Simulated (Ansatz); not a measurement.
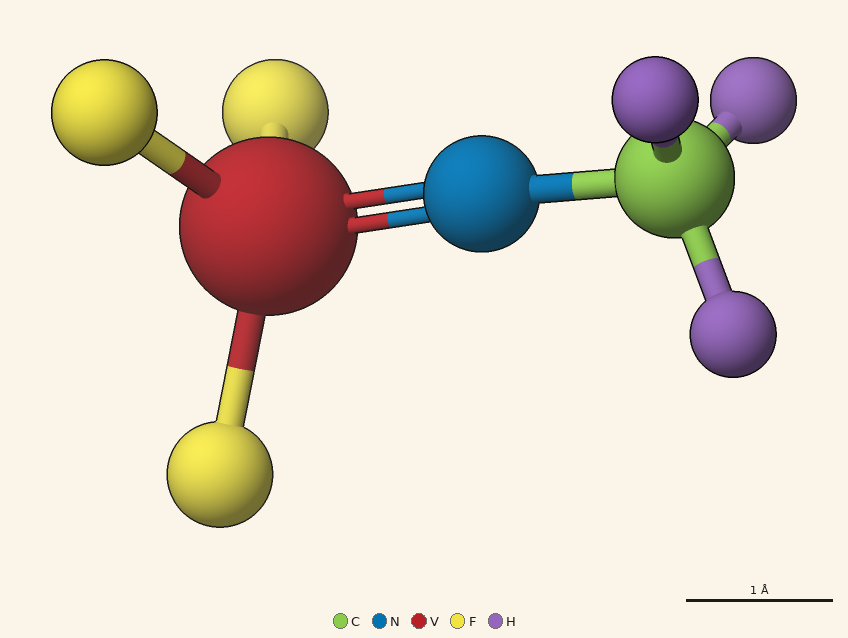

Starting geometry of the run.

Ansatz 0.2.0 input:

```yaml
crystal:
  periodic: [false, false, false]
  atoms:
    - {symbol: C, position_ang: [0.342578, -1.242811, 0.908690]}
    - {symbol: N, position_ang: [0.085913, -0.082369, 0.112221]}
    - {symbol: V, position_ang: [-0.227598, 1.156462, -0.871032]}
    - {symbol: F, position_ang: [-1.400151, 0.672421, -2.069317]}
    - {symbol: F, position_ang: [1.317783, 1.588883, -1.583311]}
    - {symbol: F, position_ang: [-0.817565, 2.444452, 0.085588]}
    - {symbol: H, position_ang: [0.002567, -0.946793, 1.950779]}
    - {symbol: H, position_ang: [-0.389350, -2.117053, 0.585092]}
    - {symbol: H, position_ang: [1.281430, -1.435198, 0.922348]}
basis:
  gaussian: {orbitals: 6-31G}
magnetization: {spin_polarized: false, initial_magnetization: 2}
hamiltonian: {xc: {name: wB97X}}
output: {forces: true}
```

Command:

```sh
ansatz run in.yaml --threads 8 --pin off --events-out ev --progress --plain --max-ram 18278MiB
```

Result:

```
Functional definition: wB97X
  name "wB97X"
  cite "Chai & Head-Gordon, J. Chem. Phys. 128, 084106 (2008) doi:10.1063/1.2834918"
  cite "Becke, J. Chem. Phys. 107, 8554 (1997) doi:10.1063/1.475007"
  parameter omega = 0.3/bohr
  parameter cx = 0.157706
  parameter cx1 = 0.726479
  parameter cx2 = 1.04760
  parameter cx3 = -5.70635
  parameter cx4 = 13.2794
  parameter css1 = -4.33879
  parameter css2 = 18.2308
  parameter css3 = -31.7430
  parameter css4 = 17.2901
  parameter cos1 = 2.37031
  parameter cos2 = -11.3995
  parameter cos3 = 6.58405
  parameter cos4 = -3.78132
  # The coefficients of nought are those of the uniform gas.
  exchange = spin_sum(e_x_unif_sr(omega)*poly(b97_u_x, 1 - cx, cx1, cx2, cx3, cx4)) + cx*exact_x_sr(omega)
      + exact_x_lr(omega)
  correlation = spin_sum(e_c_pw_same_spin*poly(b97_u_same, 1, css1, css2, css3, css4))
      + integral(e_c_pw_opposite_spin*poly(b97_u_opposite, 1, cos1, cos2, cos3, cos4))
979 factors; integrals over basis functions are off by at most 3.8e-4 eV
288 factors; integrals over basis functions are off by at most 2.1e-5 eV
mean field evaluation 1: about -36398.5047 eV, gradient 7.1e1 eV
mean field evaluation 2: about -36398.5928 eV, gradient 7.1e1 eV
mean field evaluation 4: about -36407.5900 eV, gradient 2.6e1 eV
mean field evaluation 8: about -36408.7483 eV, gradient 1.0e0 eV
mean field evaluation 16: about -36408.7659 eV, gradient 9.3e-2 eV
mean field evaluation 32: about -36408.7697 eV, gradient 2.3e-2 eV
mean field evaluation 64: about -36222.0443 eV, gradient 1.3e2 eV
mean field evaluation 96: about -36408.5128 eV, gradient 3.2e0 eV
mean field -36408.77053951 eV, -1337.9976385759 hartree, gradient 3.7e-7 eV, S^2 2.000000; 6 other end points of the search recorded, 0 dependent functions left out
the calculation of the forces begins
reference -36408.77047788 eV, -1337.9976363110 hartree; 34, 32 occupied and 46, 48 virtual orbitals, 979 factors
Total energy: -36408.77047788 eV, -1337.9976363110 hartree
Atom 0 at     0.342578    -1.242811     0.908690 Å, force    -8.477218     1.364147     0.039609 eV/Å
Atom 1 at     0.085913    -0.082369     0.112221 Å, force     1.633522    -6.957367     5.103569 eV/Å
Atom 2 at    -0.227598     1.156462    -0.871032 Å, force    -1.443855     4.960929    -4.709104 eV/Å
Atom 3 at    -1.400151     0.672421    -2.069317 Å, force    -0.394279    -0.089021    -0.627702 eV/Å
Atom 4 at     1.317783     1.588883    -1.583311 Å, force     0.710240     0.198057    -0.444655 eV/Å
Atom 5 at    -0.817565     2.444452     0.085588 Å, force    -0.578400     1.363873     0.794307 eV/Å
Atom 6 at     0.002567    -0.946793     1.950779 Å, force     0.252301    -0.470611    -0.778693 eV/Å
Atom 7 at    -0.389350    -2.117053     0.585092 Å, force     1.694246     1.590823     0.604176 eV/Å
Atom 8 at     1.281430    -1.435198     0.922348 Å, force     6.603444    -1.960830     0.018493 eV/Å
Dipole moment:     0.085121    -0.855704     0.725975 e Å
```

Self-consistency was reached.

The spin state was imposed, and no run here compares it with a lower spin, which may lie lower.
